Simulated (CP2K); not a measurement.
**C3H5ClSi (SMILES CC#C[SiH2]Cl) at AM1**

What is the energy change on altering one bond length of C3H5ClSi at AM1? 

The calculation is run with CP2K 2026.2.

5 further runs of the same task are left out: 2 that didn't finish, 3 set aside as unsound or not needed.

### Step 1. Starting point

The species is C3H5ClSi (10 atoms), meant as a singlet with charge 0. As SMILES, `CC#C[SiH2]Cl`. The coordinates come from a GFN2-xTB relaxation.

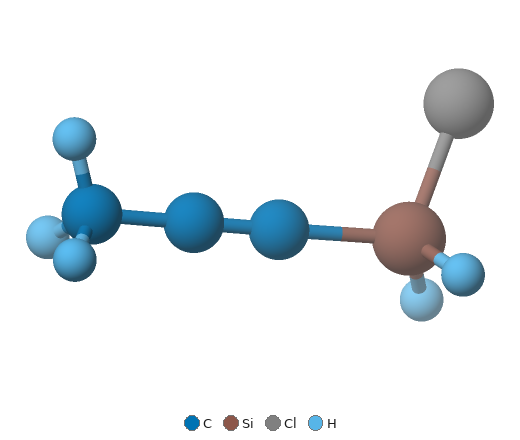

Viewed from a chosen angle; carbon blue, silicon brown, chlorine grey, hydrogen blue.

### Step 2. The energy at AM1

The input, run.inp:

```
&FORCE_EVAL
  METHOD Quickstep
  &DFT
    &QS
      METHOD AM1
      EPS_DEFAULT 1.0E-10
      &SE
        &COULOMB
          CUTOFF [angstrom] 50
          RC_RANGE [angstrom] 0
        &END COULOMB
        &EXCHANGE
          CUTOFF [angstrom] 50
          RC_RANGE [angstrom] 0
        &END EXCHANGE
      &END SE
    &END QS
    &POISSON
      PERIODIC NONE
      POISSON_SOLVER ANALYTIC
    &END POISSON
    &SCF
      SCF_GUESS ATOMIC
      EPS_SCF 1.0E-06
      MAX_SCF 30
      &OT
        MINIMIZER DIIS
        PRECONDITIONER FULL_SINGLE_INVERSE
      &END OT
      &OUTER_SCF
        EPS_SCF 1.0E-06
        MAX_SCF 10
      &END OUTER_SCF
    &END SCF
    &PRINT
      &MOMENTS
        PERIODIC F
        REFERENCE COM
        MAX_MOMENT 1
      &END MOMENTS
      &MO_CUBES
        NLUMO 1
        NHOMO -1
        WRITE_CUBE F
      &END MO_CUBES
      &HIRSHFELD OFF
      &END HIRSHFELD
    &END PRINT
  &END DFT
  &SUBSYS
    &CELL
      ABC 16.1 17.9 14.7
      PERIODIC NONE
    &END CELL
    &COORD
      SCALED T
      C    0.43557391   0.37245028   0.50667823
      C    0.46932671   0.44717654   0.50541905
      C    0.49742050   0.50960894   0.50460068
      Si   0.53941988   0.60526257   0.50183197
      Cl   0.47399379   0.66517318   0.40923469
      H    0.47564907   0.33482682   0.46831224
      H    0.37385466   0.37224916   0.47623673
      H    0.43114845   0.35239441   0.57651429
      H    0.52872236   0.64047486   0.59076531
      H    0.62614534   0.60349497   0.47275374
    &END COORD
  &END SUBSYS
&END FORCE_EVAL
&GLOBAL
  PROJECT_NAME run
  RUN_TYPE ENERGY
  PRINT_LEVEL MEDIUM
&END GLOBAL
```

On the command line:

```sh
OMP_NUM_THREADS=1 cp2k.psmp -i run.inp -o run.out
```

Output, shortened:

```text
CP2K| version string:                                       CP2K version 2026.2
[...]
 GLOBAL| Method name                                                        CP2K
[...]
 GLOBAL| Run type                                                         ENERGY
[...]
                             - Atoms:                                         10
[...]
                             - Spherical basis functions:                     25
[...]
 Number of electrons:                                                         28
[...]
     1 OT DIIS     0.80E-01    0.0     0.30944952       -28.0942365526 -2.81E+01
[...]
    15 OT DIIS     0.80E-01    0.0     0.00000083       -33.4647793717 -5.55E-11
  *** SCF run converged in    15 steps ***
  Core-core repulsion energy [eV]:                           1633.20760603563485
  Core Hamiltonian energy [eV]:                             -1429.82896627764580
  Two-electron integral energy [eV]:                        -2228.00319383521764
  Electronic energy [eV]:                                   -2543.83056319525440
  Total energy [eV]:                                         -910.62295715961966
  Atomic reference energy [eV]:                               910.11530562778455
  Heat of formation [kcal/mol]:                               -11.70672335934169
[...]
 SE_DIPOLE| Moment [Debye]         -0.52483201       1.71146358      -1.12726686
 SE_DIPOLE| Derivative [a.u.]       0.00000000       0.00000000       0.00000000
 *** WARNING in qs_scf_post_se.F:140 :: Printing of MO cube files not ***
 *** implemented for Semi-Empirical method.                           ***
 ENERGY| Total FORCE_EVAL ( QS ) energy [hartree]            -33.464779371748662
[...]
```

Wall time 1.1 s (1 thread of Intel Xeon 6975P-C (Granite Rapids), shared host); peak memory 0.18 GiB.

### Step 3. The distorted shape

The input, molecule.inp:

```
&GLOBAL
    PROJECT molecule
    RUN_TYPE ENERGY
    PRINT_LEVEL MEDIUM
&END GLOBAL
&FORCE_EVAL
    METHOD QUICKSTEP
    &DFT
        CHARGE 0
        MULTIPLICITY 1
        &QS
            METHOD AM1
            EPS_DEFAULT 1.0E-10
            &SE
                &COULOMB
                    CUTOFF [angstrom] 50
                    RC_RANGE [angstrom] 0
                &END COULOMB
                &EXCHANGE
                    CUTOFF [angstrom] 50
                    RC_RANGE [angstrom] 0
                &END EXCHANGE
            &END SE
        &END QS
        &POISSON
            PERIODIC NONE
            POISSON_SOLVER ANALYTIC
        &END POISSON
        &SCF
            SCF_GUESS ATOMIC
            EPS_SCF 1.0E-06
            MAX_SCF 30
            &OT ON
                MINIMIZER DIIS
                PRECONDITIONER FULL_SINGLE_INVERSE
            &END OT
            &OUTER_SCF
                EPS_SCF 1.0E-06
                MAX_SCF 10
            &END OUTER_SCF
        &END SCF
        &PRINT
            &MOMENTS
                PERIODIC F
                REFERENCE COM
                MAX_MOMENT 1
            &END MOMENTS
            &MO_CUBES
                NLUMO 1
                NHOMO -1
                WRITE_CUBE F
            &END MO_CUBES
            &HIRSHFELD OFF
            &END HIRSHFELD
        &END PRINT
    &END DFT
    &SUBSYS
        &CELL
            ABC [angstrom] 16.1 17.9 15.1
            PERIODIC NONE
        &END CELL
        &COORD
            SCALED T
            C    0.43557391   0.37245028   0.49135162
            C    0.46932671   0.44717654   0.49012579
            C    0.49742050   0.50960894   0.48932911
            Si   0.53941988   0.60526257   0.48663374
            Cl   0.47399379   0.66517318   0.39648937
            H    0.47564907   0.33482682   0.45400195
            H    0.37385466   0.37224916   0.46171652
            H    0.43114845   0.35239441   0.55933772
            H    0.52497857   0.65279804   0.60351063
            H    0.62614534   0.60349497   0.45832579
        &END COORD
    &END SUBSYS
&END FORCE_EVAL
```

On the command line:

```sh
OMP_NUM_THREADS=1 cp2k.psmp -i molecule.inp > molecule.out 2>&1
```

Output, shortened:

```text
CP2K| version string:                                       CP2K version 2026.2
[...]
 GLOBAL| Method name                                                        CP2K
[...]
 GLOBAL| Run type                                                         ENERGY
[...]
                             - Atoms:                                         10
[...]
                             - Spherical basis functions:                     25
[...]
 Number of electrons:                                                         28
[...]
     1 OT DIIS     0.80E-01    0.0     0.30917863       -28.1246843285 -2.81E+01
[...]
    15 OT DIIS     0.80E-01    0.0     0.00000088       -33.4156108429 -6.27E-11
  *** SCF run converged in    15 steps ***
  Core-core repulsion energy [eV]:                           1618.03613367411617
  Core Hamiltonian energy [eV]:                             -1429.84110797481026
  Two-electron integral energy [eV]:                        -2194.96007829359132
  Electronic energy [eV]:                                   -2527.32114712160592
  Total energy [eV]:                                         -909.28501344748963
  Atomic reference energy [eV]:                               910.11530562778455
  Heat of formation [kcal/mol]:                                19.14699405515513
[...]
 SE_DIPOLE| Moment [Debye]         -0.47224697       1.58932067      -1.22896658
 SE_DIPOLE| Derivative [a.u.]       0.00000000       0.00000000       0.00000000
 *** WARNING in qs_scf_post_se.F:140 :: Printing of MO cube files not ***
 *** implemented for Semi-Empirical method.                           ***
 ENERGY| Total FORCE_EVAL ( QS ) energy [hartree]            -33.415610842901216
[...]
```

Wall time 1.2 s (1 thread of Intel Xeon 6975P-C (Granite Rapids), shared host); peak memory 0.18 GiB.

### Step 4. Outcome

Level: AM1.

```
                                                          quantity           value
                                         first shape: total energy    -33.46478 Eh
                                        first shape: dipole moment          2.12 D
                                    first shape: heat of formation  -11.7 kcal/mol
                                     distorted shape: total energy    -33.41561 Eh
                                    distorted shape: dipole moment          2.06 D
                                distorted shape: heat of formation   19.1 kcal/mol
energy change with the Si4–H9 bond stretched from 1.462 to 1.973 Å        1.338 eV
```

With the Si4–H9 bond stretched from 1.462 to 1.973 Å the energy rises by 1.34 eV (129 kJ/mol). The first shape isn't relaxed at this level, so the change isn't measured from a minimum.
